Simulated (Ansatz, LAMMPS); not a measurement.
# An extra electron or hole in amorphous 35La2O3-65GeO2 (mol %) (96 atoms)

Does an extra electron or hole in amorphous 35La2O3-65GeO2 (mol %) (96 atoms) stay spread out, or do the atoms trap it?

Main program and level: Ansatz 0.2.0; Kohn-Sham DFT, revPBE, PAW (set soft_1), plane waves.

### 1. Set-up

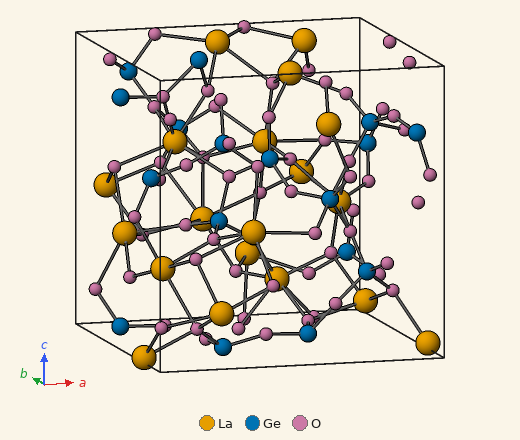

The starting structure, seen slightly off an axis (lanthanum orange, germanium blue, oxygen pink). Bonds to atoms that aren't drawn are left out. Some periodic images of atoms are drawn too.

The cell holds 96 atoms: 18 La, 17 Ge and 61 O. Its edges and angles: a = 11.526 Å, b = 11.526 Å, c = 11.526 Å, α = 90.0°, β = 90.0°, γ = 90.0°. 96 atoms (18 Nd, 17 Ge, 61 O) placed at random at 5.25 g/cm³, melted at 5000 K for 10 ps at fixed volume with the Morse and Coulomb pair potential with partial charges (Pedone, Malavasi, Menziani, Cormack and Segre, J. Phys. Chem. B 110, 11780 (2006)). Quenched from 5000 K to 300 K at 50 K/ps and fixed volume, held 10 ps at zero pressure, then minimised at fixed cell. Then Nd was replaced by La and the cell scaled by 1.016 (the potential has no terms for the new elements, so the cell is a start for a DFT relaxation).

Limits known from the start: The quench rate of 50 K/ps far exceeds what a furnace or splat quench reaches, so expect more defects and frozen-in strain than in a real sample. The network of bonds at the start is that of the classical potential that made the cell, and needn't be the one that DFT or experiment would give. The Brillouin zone is sampled at Γ only, in a cell whose shortest periodic width is 12 Å. No spin–orbit coupling is included, so levels derived from the heavy atoms are approximate.

### 2. Single point at the start

The forces at the start show how far the geometry lies from a minimum of this functional.

input.yaml reads:

```yaml
crystal:
  lattice:
    - [11.52624, 0.0, 0.0]
    - [0.0, 11.52624, 0.0]
    - [0.0, 0.0, 11.52624]
  atoms:
    - { symbol: La, position: [0.10092, 0.30978, 0.29894] }
    - { symbol: La, position: [0.77707, 0.93926, 0.49329] }
    - { symbol: La, position: [0.2404, 0.63378, 0.67327] }
    - { symbol: La, position: [0.61551, 0.53047, 0.90706] }
    - { symbol: La, position: [0.07159, 0.6613, 0.36334] }
    - { symbol: La, position: [0.59433, 0.96593, 0.21901] }
    - { symbol: La, position: [0.21822, 0.00758, 0.18895] }
    - { symbol: La, position: [0.43922, 0.79834, 0.9776] }
    - { symbol: La, position: [0.37325, 0.15046, 0.43669] }
    - { symbol: La, position: [0.60871, 0.05252, 0.81134] }
    - { symbol: La, position: [0.75, 0.81609, 0.96439] }
    - { symbol: La, position: [0.38882, 0.80385, 0.37277] }
    - { symbol: La, position: [0.59104, 0.74887, 0.63787] }
    - { symbol: La, position: [0.99696, 0.18228, 0.0208] }
    - { symbol: La, position: [0.8676, 0.48713, 0.1213] }
    - { symbol: La, position: [0.76738, 0.46643, 0.4701] }
    - { symbol: La, position: [0.58525, 0.58562, 0.19404] }
    - { symbol: La, position: [0.09483, 0.95959, 0.47798] }
    - { symbol: Ge, position: [0.83692, 0.32812, 0.76169] }
    - { symbol: Ge, position: [0.92419, 0.89598, 0.21815] }
    - { symbol: Ge, position: [0.33573, 0.90533, 0.6685] }
    - { symbol: Ge, position: [0.0716, 0.71385, 0.03531] }
    - { symbol: Ge, position: [0.07483, 0.36131, 0.6016] }
    - { symbol: Ge, position: [0.30332, 0.27745, 0.02551] }
    - { symbol: Ge, position: [0.91733, 0.0444, 0.76882] }
    - { symbol: Ge, position: [0.93667, 0.69288, 0.62398] }
    - { symbol: Ge, position: [0.51562, 0.43612, 0.63375] }
    - { symbol: Ge, position: [0.16563, 0.93206, 0.86822] }
    - { symbol: Ge, position: [0.78599, 0.19534, 0.27464] }
    - { symbol: Ge, position: [0.59593, 0.25415, 0.06128] }
    - { symbol: Ge, position: [0.2783, 0.187, 0.739] }
    - { symbol: Ge, position: [0.00982, 0.50331, 0.85858] }
    - { symbol: Ge, position: [0.66145, 0.21209, 0.52621] }
    - { symbol: Ge, position: [0.30294, 0.56094, 0.96228] }
    - { symbol: Ge, position: [0.35154, 0.4886, 0.4193] }
    - { symbol: O, position: [0.40042, 0.01007, 0.27522] }
    - { symbol: O, position: [0.28407, 0.2377, 0.88072] }
    - { symbol: O, position: [0.29402, 0.35364, 0.38269] }
    - { symbol: O, position: [0.81256, 0.78024, 0.62676] }
    - { symbol: O, position: [0.96732, 0.61805, 0.7524] }
    - { symbol: O, position: [0.91155, 0.59691, 0.51054] }
    - { symbol: O, position: [0.16778, 0.2552, 0.66001] }
    - { symbol: O, position: [0.16046, 0.11892, 0.35959] }
    - { symbol: O, position: [0.97639, 0.38816, 0.71885] }
    - { symbol: O, position: [0.78862, 0.88844, 0.15277] }
    - { symbol: O, position: [0.95457, 0.01425, 0.62707] }
    - { symbol: O, position: [0.64463, 0.20783, 0.92821] }
    - { symbol: O, position: [0.06783, 0.82435, 0.9323] }
    - { symbol: O, position: [0.60116, 0.83952, 0.44698] }
    - { symbol: O, position: [0.67007, 0.17708, 0.1731] }
    - { symbol: O, position: [0.58092, 0.11929, 0.42806] }
    - { symbol: O, position: [0.93621, 0.86064, 0.36579] }
    - { symbol: O, position: [0.21596, 0.6685, 0.03864] }
    - { symbol: O, position: [0.28671, 0.42494, 0.02962] }
    - { symbol: O, position: [0.29211, 0.97797, 0.54246] }
    - { symbol: O, position: [0.87905, 0.18856, 0.80388] }
    - { symbol: O, position: [0.75806, 0.5259, 0.28522] }
    - { symbol: O, position: [0.25347, 0.03835, 0.76545] }
    - { symbol: O, position: [0.98965, 0.37471, 0.95045] }
    - { symbol: O, position: [0.61261, 0.72942, 0.83976] }
    - { symbol: O, position: [0.50682, 0.41674, 0.77978] }
    - { symbol: O, position: [0.22755, 0.83532, 0.75941] }
    - { symbol: O, position: [0.44985, 0.58597, 0.03007] }
    - { symbol: O, position: [0.62014, 0.54668, 0.60938] }
    - { symbol: O, position: [0.98654, 0.60024, 0.98383] }
    - { symbol: O, position: [0.00573, 0.0072, 0.15066] }
    - { symbol: O, position: [0.72979, 0.63545, 0.0484] }
    - { symbol: O, position: [0.81017, 0.9626, 0.83507] }
    - { symbol: O, position: [0.89672, 0.26022, 0.19306] }
    - { symbol: O, position: [0.6968, 0.0923, 0.62093] }
    - { symbol: O, position: [0.19149, 0.20946, 0.10422] }
    - { symbol: O, position: [0.18868, 0.8497, 0.32111] }
    - { symbol: O, position: [0.0646, 0.76088, 0.57476] }
    - { symbol: O, position: [0.04492, 0.03661, 0.85849] }
    - { symbol: O, position: [0.0411, 0.49763, 0.24176] }
    - { symbol: O, position: [0.38871, 0.49123, 0.57053] }
    - { symbol: O, position: [0.46998, 0.92737, 0.73474] }
    - { symbol: O, position: [0.16425, 0.52074, 0.85016] }
    [... 12 atom lines left out ...]
    - { symbol: O, position: [0.14216, 0.48982, 0.57268] }
    - { symbol: O, position: [0.2609, 0.94079, 0.99012] }
    - { symbol: O, position: [0.35831, 0.64119, 0.84137] }
    - { symbol: O, position: [0.57764, 0.94863, 0.99729] }
    - { symbol: O, position: [0.27235, 0.61333, 0.38993] }
    - { symbol: O, position: [0.7871, 0.4414, 0.84336] }
kpoints:
  mp_grid: { grid: [1, 1, 1] }
hamiltonian:
  xc: revpbe
  pseudopotentials: { kind: paw, azcp: { folder: soft_1 } }
scf:
  occupations: { method: fixed }
output:
  forces: true
```

On the command line:

```sh
$ ansatz run input.yaml --threads 4 --pin off --max-ram 8192MiB --backend cpu --events-out ev --progress --plain --runs-dir out
```

Numbers of over 12 decimals in the logs are rounded to 6 here.

Output:

```text
[...]
Pseudopotentials: kind: paw
Pseudopotential: La, paw, valence charge 11, recommended cutoff 420 eV (normal), soft_1/La.paw.azcp
Pseudopotential: Ge, paw, valence charge 14, recommended cutoff 420 eV (normal), soft_1/Ge.paw.azcp
Pseudopotential: O, paw, valence charge 6, recommended cutoff 420 eV (normal), soft_1/O.paw.azcp
[... 5 lines on functional and potentials left out ...]
Crystal: 96 atoms, lattice volume = 1531.309 Å³
Basis set: ecut = 420 eV, 29855 PW (Γ), exchange–correlation on 160×160×160 points (8 copies of the dense FFT grid, shifted against one another)
Bands: 497, of which v1, the nominal top of the filled ones, is band 401 counted from 1 (400 counted from 0)
Symmetry: 1 space group operations
Space group: P1 (ITA 1), of the structure as read, at distance tolerance 1.2e-4 Å
k-points: 1
[... 10 lines on functional and potentials left out ...]
Initial density: superposition of atomic densities (chi_scale 0.1, normalization cell, long waves 32 % of neutral atoms (reshape's long-wave potential 1.32 eV rms, cloud 2.73 Å wide))
Initial wavefunctions: pseudopotential atomic-orbital guess
[...]
SCF iter   1: F=—  HF=-220588.609525 eV  |F-HF|=—  |Δ(HF+E_count)|=         —  Δρ=4.26e-1  dr2=8.10e3  ethr=3.10e-3  ⟨swp⟩=3.0  Hψ=1648  notcnv=0  defer=69
preconditioner: auto → Resta (q_TF=auto, 2.449 Å⁻¹)  ε∞=5.6  [insulator: Δε(μ)=0.005 eV  Ē_g=12.193 eV  n_scr=388 (ndim 8)  ℏωp=26.3 eV  f_vac=0.023  ε∞_Penn≈5.6]
[...]
SCF iter  22: F=—  HF=-220484.689880 eV  |F-HF|=—  |Δ(HF+E_count)|=   6.35e-7  Δρ=4.40e-6  dr2=4.40e-7  ethr=1.91e-10  ⟨swp⟩=2.0  Hψ=685  notcnv=0  defer=94
SCF iter  23: F=-220484.689881 eV  HF=-220484.689880 eV  |F-HF|=4.71e-8  |Δ(HF+E_count)|=   3.80e-7  Δρ=1.39e-6  dr2=4.99e-8  ethr=1.25e-11  ⟨swp⟩=4.0  Hψ=2128  notcnv=0
SCF 1 converged in 23 iterations: F = -220484.689881 eV  dr2 = 4.99e-8
[...]
SCF converged after 23 iterations
Free energy (F): -220484.689881 eV
Harris-Foulkes:  -220484.689880 eV  (|F-HF|=4.71e-8)
Internal energy: -220484.689881 eV  (E = F + TS)
E sigma→0 (E₀):  -220484.689881 eV
Fermi energy:    6.946065 eV
--- Per-component energies (eV) ---
[...]
Σ components = -220484.689881   (vs F -220484.689881, Δ=0.00e0)
--- Forces (eV/Å), atoms counted from 1 ---
  atom   1  La     0.20413152     0.75507358     1.38212483
  atom   2  La    -0.63420930     0.68130949     0.10402567
  atom   3  La    -0.89494239    -1.00068901     0.48554429
  atom   4  La    -0.58332471    -1.28455870    -1.81019537
[...]
atom  96  O      0.13567587     0.46995811     0.85660048
  max |Σ_I F_I| component: 4.66e-5 eV/Å
```

Elapsed: 47 s, on 4 threads of Intel Xeon Platinum 8488C (Sapphire Rapids), shared host; peak memory 2.4 GiB.

In the SCF lines HF is the Harris–Foulkes energy and dr2 the Hartree energy of the density residual, in eV; the loop may stop once dr2 is under the threshold and the program's other checks hold. Hψ counts applications of the Hamiltonian.

The r.m.s. force at the start is 0.71 eV/Å.

### 3. Relaxation

The atoms are relaxed in the fixed cell, aiming at the force tolerance of the input.

input.yaml reads:

```yaml
crystal:
  lattice:
    - [11.52624, 0.0, 0.0]
    - [0.0, 11.52624, 0.0]
    - [0.0, 0.0, 11.52624]
  atoms:
    [... the 96 atom lines of step 2 ...]
kpoints:
  mp_grid: { grid: [1, 1, 1] }
hamiltonian:
  xc: revpbe
  pseudopotentials: { kind: paw, azcp: { folder: soft_1 } }
scf:
  occupations: { method: fixed }
output:
  forces: true
relax:
  f_tol: 0.05
  max_steps: 120
```

Output:

```text
[...]
Crystal: 96 atoms, lattice volume = 1531.309 Å³
Basis set: ecut = 420 eV, 29855 PW (Γ), exchange–correlation on 160×160×160 points (8 copies of the dense FFT grid, shifted against one another)
Bands: 497, of which v1, the nominal top of the filled ones, is band 401 counted from 1 (400 counted from 0)
Symmetry: 1 space group operations
[...]
k-points: 1
[...]
SCF iter   1: F=—  HF=-220588.609525 eV  |F-HF|=—  |Δ(HF+E_count)|=         —  Δρ=4.26e-1  dr2=8.10e3  ethr=3.10e-3  ⟨swp⟩=3.0  Hψ=1648  notcnv=0  defer=69
[...]
SCF iter  18: F=—  HF=-220484.689854 eV  |F-HF|=—  |Δ(HF+E_count)|=   9.69e-6  Δρ=8.26e-5  dr2=1.13e-4  ethr=4.83e-8  ⟨swp⟩=3.0  Hψ=687  notcnv=0  defer=94
SCF iter  19: F=-220484.689873 eV  HF=-220484.689868 eV  |F-HF|=4.80e-6  |Δ(HF+E_count)|=   1.38e-5  Δρ=2.76e-5  dr2=1.51e-5  ethr=7.79e-9  ⟨swp⟩=4.0  Hψ=1967  notcnv=0
SCF 1 converged in 19 iterations: F = -220484.689873 eV  dr2 = 1.51e-5
[...]
relax step   1: F+E_penalty+E_count = -220484.68987289 eV  Δ(F+E_penalty+E_count) = +0.000e0 eV  max|allowed force component| = 1.810e0 eV/Å  Δτ_max = 0.0000 Å  (19 SCF iters, dr2 threshold 6.25e-5 eV, accepted)
[...]
relax step   2: F+E_penalty+E_count = -220487.27121850 eV  Δ(F+E_penalty+E_count) = -2.581e0 eV  max|allowed force component| = 1.692e0 eV/Å  Δτ_max = 0.1938 Å  (8 SCF iters, dr2 threshold 1.00e-4 eV, accepted)
[...]
relax step   3: F+E_penalty+E_count = -220488.60920963 eV  Δ(F+E_penalty+E_count) = -1.338e0 eV  max|allowed force component| = 7.558e-1 eV/Å  Δτ_max = 0.1286 Å  (7 SCF iters, dr2 threshold 1.00e-4 eV, accepted)
relax step   4: F+E_penalty+E_count = -220489.46407891 eV  Δ(F+E_penalty+E_count) = -8.549e-1 eV  max|allowed force component| = 3.541e-1 eV/Å  Δτ_max = 0.2000 Å  (8 SCF iters, dr2 threshold 1.00e-4 eV, accepted)
relax step   5: F+E_penalty+E_count = -220489.81158080 eV  Δ(F+E_penalty+E_count) = -3.475e-1 eV  max|allowed force component| = 2.647e-1 eV/Å  Δτ_max = 0.2000 Å  (8 SCF iters, dr2 threshold 2.50e-5 eV, accepted)
relax step   6: F+E_penalty+E_count = -220489.99535612 eV  Δ(F+E_penalty+E_count) = -1.838e-1 eV  max|allowed force component| = 2.944e-1 eV/Å  Δτ_max = 0.2000 Å  (9 SCF iters, dr2 threshold 1.54e-5 eV, accepted)
relax step   7: F+E_penalty+E_count = -220490.06530684 eV  Δ(F+E_penalty+E_count) = -6.995e-2 eV  max|allowed force component| = 2.317e-1 eV/Å  Δτ_max = 0.1135 Å  (6 SCF iters, dr2 threshold 4.84e-5 eV, accepted)
relax step   8: F+E_penalty+E_count = -220490.21070923 eV  Δ(F+E_penalty+E_count) = -1.454e-1 eV  max|allowed force component| = 2.310e-1 eV/Å  Δτ_max = 0.2000 Å  (8 SCF iters, dr2 threshold 3.32e-5 eV, accepted)
relax step   9: F+E_penalty+E_count = -220490.23780616 eV  Δ(F+E_penalty+E_count) = -2.710e-2 eV  max|allowed force component| = 3.784e-1 eV/Å  Δτ_max = 0.1639 Å  (7 SCF iters, dr2 threshold 3.30e-5 eV, accepted)
relax step  10: F+E_penalty+E_count = -220490.24717923 eV  Δ(F+E_penalty+E_count) = -9.373e-3 eV  max|allowed force component| = 2.729e-1 eV/Å  Δτ_max = 0.2000 Å  (8 SCF iters, dr2 threshold 1.00e-4 eV, accepted)
relax step  11: F+E_penalty+E_count = -220490.29467081 eV  Δ(F+E_penalty+E_count) = -4.749e-2 eV  max|allowed force component| = 1.379e-1 eV/Å  Δτ_max = 0.1121 Å  (7 SCF iters, dr2 threshold 3.87e-5 eV, accepted)
relax step  12: F+E_penalty+E_count = -220490.32150425 eV  Δ(F+E_penalty+E_count) = -2.683e-2 eV  max|allowed force component| = 8.297e-2 eV/Å  Δτ_max = 0.1060 Å  (8 SCF iters, dr2 threshold 4.86e-6 eV, accepted)
relax step  13: F+E_penalty+E_count = -220490.32871936 eV  Δ(F+E_penalty+E_count) = -7.215e-3 eV  max|allowed force component| = 6.315e-2 eV/Å  Δτ_max = 0.0487 Å  (9 SCF iters, accepted)
[...]
relax step  14: F+E_penalty+E_count = -220490.33116539 eV  Δ(F+E_penalty+E_count) = -2.446e-3 eV  max|allowed force component| = 2.951e-2 eV/Å  Δτ_max = 0.0259 Å  (9 SCF iters, accepted)
SCF converged after 9 iterations
Free energy (F): -220490.331165 eV
[...]
Internal energy: -220490.331165 eV  (E = F + TS)
E sigma→0 (E₀):  -220490.331165 eV
Fermi energy:    6.756995 eV
[...]
Σ components = -220490.331165   (vs F -220490.331165, Δ=0.00e0)
--- Forces (eV/Å), atoms counted from 1 ---
  atom   1  La     0.00658675     0.00318733    -0.00675238
  atom   2  La     0.00095170     0.00521881    -0.00062019
  atom   3  La     0.01168252     0.00924721     0.00102431
  atom   4  La     0.00071816     0.00523324    -0.00812632
[...]
atom  96  O      0.00105610     0.00601538    -0.00111360
  max |Σ_I F_I| component: 8.83e-5 eV/Å
--- Relaxed structure (14 steps of the walk, 14 accepted, 0 SCFs on fresh bases) ---
  F+E_penalty+E_count = -220490.33116539 eV   max|allowed force component| = 2.951e-2 eV/Å
  atoms:
    - { symbol: La, position: [0.132877, 0.333605, 0.317494] }
    - { symbol: La, position: [0.765183, 0.946551, 0.491244] }
    - { symbol: La, position: [0.210471, 0.622606, 0.667989] }
    - { symbol: La, position: [0.613034, 0.519853, 0.890598] }
[...]
- { symbol: O, position: [0.837457, 0.453516, 0.826561] }
```

Run time: 3 min. Hardware: 4 threads; peak memory 2.5 GiB.

The relaxation converged after 14 steps, 5.64 eV below its start, with a largest force component of 0.030 eV/Å.

[end of part 1 of 4]

[Logs are printed without paths, hosts, clocks, repeated set-up lines and the standing remarks that a program may print on its own settings, such as how far it seeks lower states.]

[Hosts, paths, dates, database ids (printed as entryN), source tags and the programs' standing remarks are cut or masked in the printed files.]
